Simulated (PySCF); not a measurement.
**Ti³⁺: dipole response in aug-cc-pVTZ-DK**

Aim: the static polarisability and the C₆ coefficient of Ti³⁺, method by method.

Program: PySCF 2.14.0. Level of theory: unrestricted determinants in a Gaussian basis, no spin-orbit coupling in the energies. These are calculated values, not measurements, unless marked.

### 1 Starting point

| Quantity | Value |
| --- | --- |
| Element | titanium (Z = 22) |
| Basis | aug-cc-pVTZ-DK (8s7p5d3f2g, 93 functions) |
| Hamiltonian | the spin-free X2C one-electron Hamiltonian (Gaussian nucleus) |
| State 1 | Ti³⁺: [Ar] 3d1, 2D determinant |
| Methods | UHF, PBE, PBE0 |

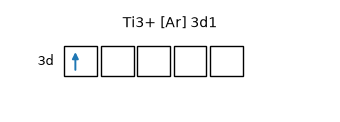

The shells outside the core, filled by Hund's rule for the drawing.

One driver process ran all states and methods and kept the integrals in memory. Each run is shown as a PySCF script that sums up its settings (the driver passes frozen orbitals as a list and adds second-order terms of double hybrids); the logs are those of the runs themselves. The driver starts from symmetry-adapted Hartree-Fock orbitals, holds the occupation by maximum overlap and uses a logarithmic radial grid for functionals, so a plain start would take other cycles.

The integrals over 93 functions and the set-up took 2.9 s of CPU time.

### 2 Ti³⁺, method by method

**UHF**

File input.py:

```python
from pyscf import gto, scf, dft, mp, cc
import basis_set_exchange as bse
mol = gto.M(atom="Ti 0 0 0", charge=3, spin=1, symmetry="D2h",
            basis=gto.basis.parse(bse.get_basis("aug-cc-pVTZ-DK", elements=["Ti"], fmt="nwchem")),
            nucmod="G")
mf = scf.UHF(mol).sfx2c1e()
mf.irrep_nelec = {'Ag': (3, 3), 'B1g': (1, 0), 'B1u': (2, 2), 'B2u': (2, 2), 'B3u': (2, 2)}
mf.kernel()
```

Output:

```text
damping factor = 0
level_shift factor = 0
DIIS = <class 'pyscf.scf.diis.CDIIS'>
diis_start_cycle = 1
diis_space = 10
diis_damp = 0
SCF conv_tol = 1e-09
SCF conv_tol_grad = None
number electrons alpha = 10  beta = 9
cycle= 1 E= -851.089953508814  delta_E= -0.0046  |g|= 0.0248  |ddm|= 0.0449
cycle= 2 E= -851.090126844854  delta_E= -0.000173  |g|= 0.00592  |ddm|= 0.0114
cycle= 3 E= -851.090139286375  delta_E= -1.24e-05  |g|= 0.000728  |ddm|= 0.0111
cycle= 4 E= -851.090139521263  delta_E= -2.35e-07  |g|= 5.53e-05  |ddm|= 0.00363
cycle= 5 E= -851.090139522515  delta_E= -1.25e-09  |g|= 1.02e-05  |ddm|= 0.000796
cycle= 6 E= -851.090139522567  delta_E= -5.16e-11  |g|= 2.36e-06  |ddm|= 0.000122
converged SCF energy = -851.090139522567  <S^2> = 0.75179823  2S+1 = 2.0017974
```

It used 19 s of CPU time after the integrals (shared host).

Orbital energies by shell (radii are means over both spins):

```
shell  electrons  mean orbital energy (eV)  spread (eV)  rms radius (bohr)
 1s α          1                   -5051.5            0             0.0804
 1s β          1                   -5051.5            0             0.0804
 2s α          1                   -623.79            0              0.350
 2s β          1                   -623.21            0              0.350
 2p α          3                   -519.52        0.044              0.320
 2p β          3                   -518.93        0.757              0.320
 3s α          1                   -112.62            0               1.06
 3s β          1                   -110.65            0               1.06
 3p α          3                   -82.284        1.362               1.15
 3p β          3                   -79.846        1.958               1.15
 3d α          1                   -43.404            0               1.38
```

⟨S²⟩ = 0.752, ⟨L²⟩ = 6.02.

The driver then solved the coupled dipole response at imaginary frequencies: mean α = 2.188 bohr³ (xx, yy, zz: 2.336, 2.336, 1.893), C₆ = 5.577 au for a like pair.

**PBE**

input.py, as changed from the run before:

```diff
@@ -5,3 +5,3 @@
             nucmod="G")
-mf = scf.UHF(mol).sfx2c1e()
+mf = dft.UKS(mol, xc="PBE").sfx2c1e()
 mf.irrep_nelec = {'Ag': (3, 3), 'B1g': (1, 0), 'B1u': (2, 2), 'B2u': (2, 2), 'B3u': (2, 2)}
```

Output:

```text
damping factor = 0
level_shift factor = 0
DIIS = <class 'pyscf.scf.diis.CDIIS'>
diis_start_cycle = 1
diis_space = 10
diis_damp = 0
SCF conv_tol = 1e-09
SCF conv_tol_grad = None
number electrons alpha = 10  beta = 9
XC functionals = PBE
    J. P. Perdew, K. Burke, and M. Ernzerhof.,  Phys. Rev. Lett. 77, 3865 (1996)
    J. P. Perdew, K. Burke, and M. Ernzerhof.,  Phys. Rev. Lett. 78, 1396 (1997)
    J. P. Perdew, K. Burke, and M. Ernzerhof.,  Phys. Rev. Lett. 77, 3865 (1996)
    J. P. Perdew, K. Burke, and M. Ernzerhof.,  Phys. Rev. Lett. 78, 1396 (1997)
cycle= 1 E= -851.697943226102  delta_E= -0.00575  |g|= 0.0157  |ddm|= 2.69
cycle= 2 E= -851.697997273385  delta_E= -5.4e-05  |g|= 0.00428  |ddm|= 0.193
cycle= 3 E= -851.698001631246  delta_E= -4.36e-06  |g|= 0.00101  |ddm|= 0.0885
cycle= 4 E= -851.698001875583  delta_E= -2.44e-07  |g|= 6.88e-05  |ddm|= 0.0191
cycle= 5 E= -851.698001876871  delta_E= -1.29e-09  |g|= 4.27e-06  |ddm|= 0.00112
cycle= 6 E= -851.698001876876  delta_E= -5e-12  |g|= 3.93e-08  |ddm|= 6.56e-05
converged SCF energy = -851.698001876876  <S^2> = 0.75044737  2S+1 = 2.0004473
```

CPU time 18 s on a shared host, the integrals not counted.

The driver then solved the coupled dipole response at imaginary frequencies: mean α = 2.321 bohr³ (xx, yy, zz: 2.508, 2.508, 1.947), C₆ = 5.895 au for a like pair.

**PBE0**

input.py, as changed from the run before:

```diff
@@ -5,3 +5,3 @@
             nucmod="G")
-mf = dft.UKS(mol, xc="PBE").sfx2c1e()
+mf = dft.UKS(mol, xc="PBE0").sfx2c1e()
 mf.irrep_nelec = {'Ag': (3, 3), 'B1g': (1, 0), 'B1u': (2, 2), 'B2u': (2, 2), 'B3u': (2, 2)}
```

Output:

```text
damping factor = 0
level_shift factor = 0
DIIS = <class 'pyscf.scf.diis.CDIIS'>
diis_start_cycle = 1
diis_space = 10
diis_damp = 0
SCF conv_tol = 1e-09
SCF conv_tol_grad = None
number electrons alpha = 10  beta = 9
XC functionals = PBE0
    C. Adamo and V. Barone.,  J. Chem. Phys. 110, 6158 (1999)
    M. Ernzerhof and G. E. Scuseria.,  J. Chem. Phys. 110, 5029 (1999)
cycle= 1 E= -851.746153453564  delta_E= -0.00437  |g|= 0.0119  |ddm|= 1.84
cycle= 2 E= -851.746188911746  delta_E= -3.55e-05  |g|= 0.00315  |ddm|= 0.14
cycle= 3 E= -851.746191258256  delta_E= -2.35e-06  |g|= 0.000695  |ddm|= 0.0666
cycle= 4 E= -851.746191377637  delta_E= -1.19e-07  |g|= 4.99e-05  |ddm|= 0.0116
cycle= 5 E= -851.746191378464  delta_E= -8.28e-10  |g|= 3.32e-06  |ddm|= 0.000388
converged SCF energy = -851.746191378464  <S^2> = 0.75066788  2S+1 = 2.0006678
```

It used 33 s of CPU time after the integrals (shared host).

The driver then solved the coupled dipole response at imaginary frequencies: mean α = 2.267 bohr³ (xx, yy, zz: 2.438, 2.438, 1.925), C₆ = 5.765 au for a like pair.

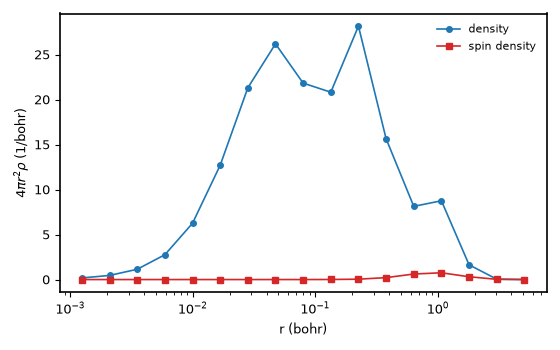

Radial density 4πr²ρ of Ti³⁺ at UHF, at 17 stored radii joined by straight lines.

### 3 Polarisabilities and C₆

Ti³⁺, in atomic units:

```
method  mean α  C₆ (like pair)  S(−4)
   UHF   2.188           5.577  1.469
   PBE   2.321           5.895  2.050
  PBE0   2.267           5.765  1.804
```

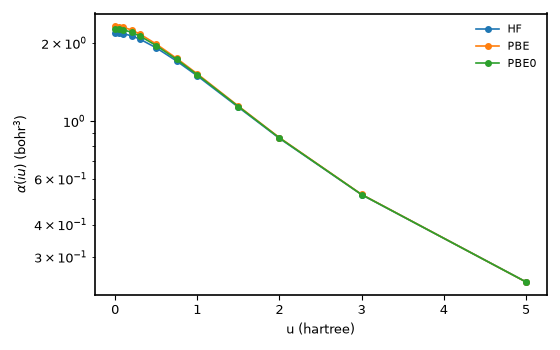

α(iu) of Ti³⁺, the polarisability at imaginary frequency, on a logarithmic scale.

### 4 Outcome

| quantity | value |
| --- | --- |
| α of Ti³⁺ | 2.188 (UHF) to 2.321 (PBE) bohr³ |

In words: A single London oscillator with the computed α and C₆ of Ti³⁺ at UHF would have ω = 4 C₆ / (3 α²) = 1.55 hartree. The basis is finite, and no extrapolation was made.
